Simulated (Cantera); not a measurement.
Input: 1 mol CaO, 2 mol F₂, held at 10.0 mbar.

Method: chemical equilibrium by Gibbs-energy minimisation in Cantera with the NASA 1993 tables (ideal gas, pure condensed phases). Candidate condensed phases: Ca, CaF₂, CaO; 13 gas species. Rates play no part.

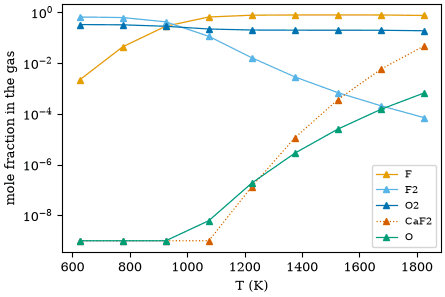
Equilibrium gas composition (values under 1e-9 drawn at 1e-9)

From 625 K to 1675 K the condensed part is CaF₂(s). At 1825 K the condensed part is CaF₂(l).
